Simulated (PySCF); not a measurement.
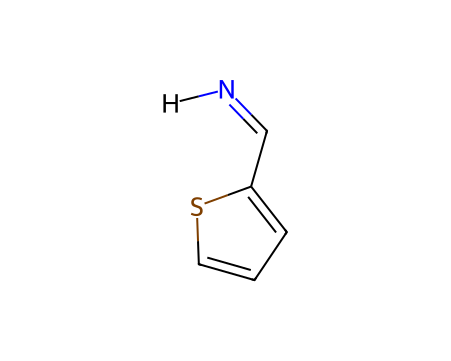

> Write the SMILES.

[H]/N=C\c1cccs1

> What is the molecular formula?

C5H5NS.

> An optimisation with GFN2-xTB gave a structure of which point group?

Cs. Other conformers may differ.

More results for the same structure follow; atom numbers are the same in all pictures, views and colours differ. Computed geometry: GFN2-xTB optimisation. No frequency run is at hand to confirm it as a minimum.

## Geometry

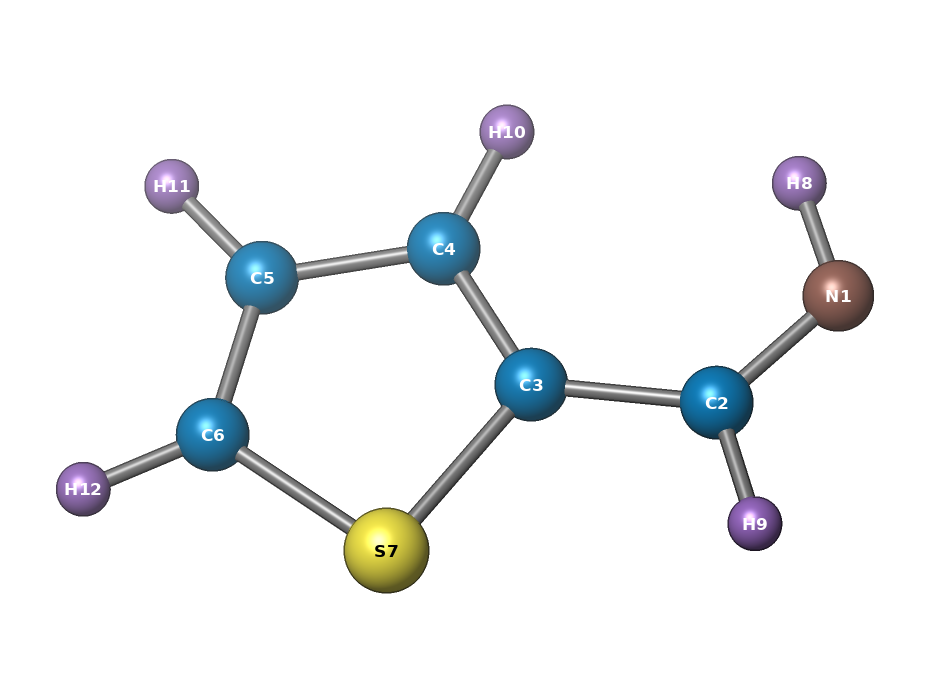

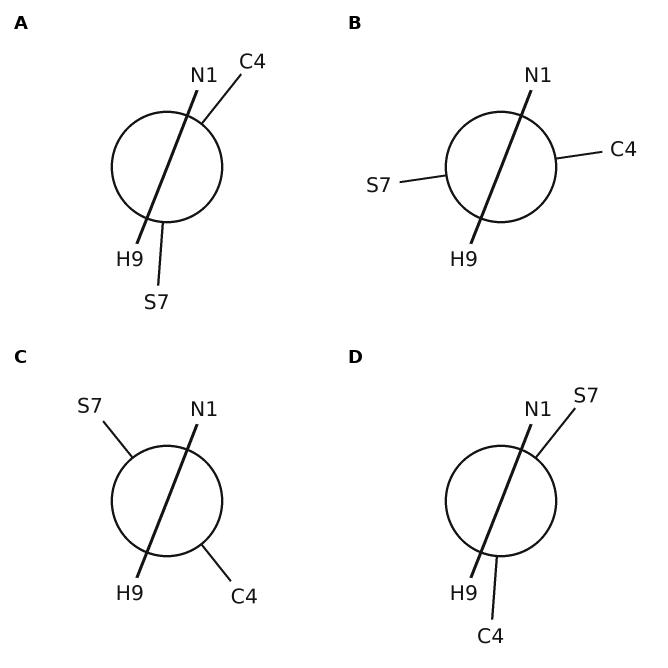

Depth is shown by fading: the farther an atom, the more it takes the colour of the background. Bonds that would overlap in a projection are set slightly apart. No frequency run is at hand to confirm it as a minimum.

> Which Newman projection shows the view along C2–C3, with C2 in front?

A. The torsion angle N1–C2–C3–S7 is 180°, antiperiplanar (anti).

## Ring current

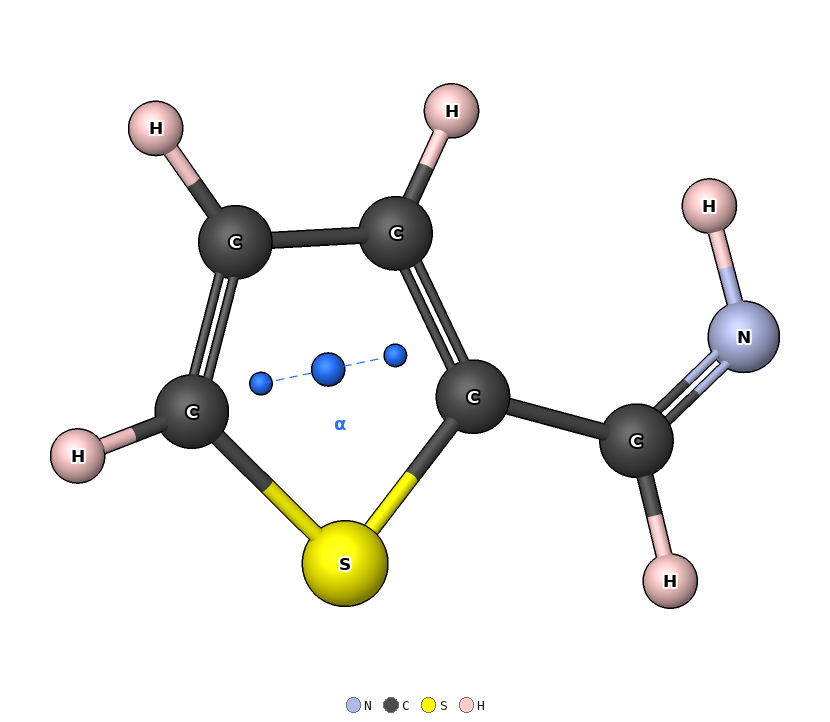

The small points mark where nucleus-independent chemical shifts (NICS) were computed: at the centre of each lettered ring and 1 Å above and below it. No frequency run is at hand to confirm it as a minimum. Properties computed with GIAO PBE0/pcSseg-1 NMR shielding, non-relativistic, gas phase (PySCF 2.14.0).

Give NICS(0), NICS(1) and the out-of-plane component NICS(1)zz for each ring (means of the two sides).

| ring | members | NICS(0) | NICS(1) | NICS(1)zz |
| --- | --- | --- | --- | --- |
| α | C4S | −12.1 | −11.4 | −26.5 |

Values in ppm.

> What do the values say about the ring currents?

Ring α: diatropic, as in an aromatic ring. NICS is one index among several.

## Quadrupole coupling

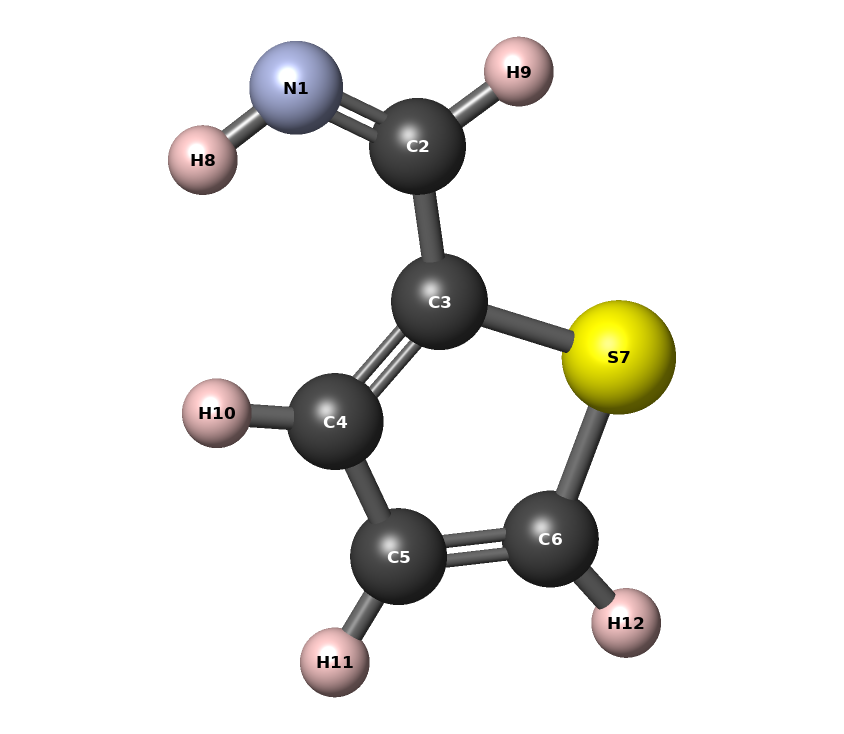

No frequency run is at hand to confirm it as a minimum. Electric field gradients from the ground-state density, PBE0/pcSseg-1 (PySCF 2.14.0), non-relativistic apart from any core potentials.

Give the largest field-gradient component, the quadrupole coupling constant and the asymmetry for 14N at N1 (Q = 20.44 mb), 33S at S7 (Q = −67.81 mb).

```csv
atom,V_zz (a.u.),e²qQ/h (MHz),η
N1,−0.970,−4.66,0.32
S7,1.760,−28.0,0.54
```

## Electronic properties

No frequency run is at hand to confirm it as a minimum. Level of theory: PBE0/pcSseg-1, gas phase (PySCF 2.14.0).

> Give the dipole moment at this level.

3.09 D.

> What is the HOMO energy (Kohn–Sham orbital)?

−7.06 eV.

> Estimate the HOMO–LUMO gap.

5.39 eV.
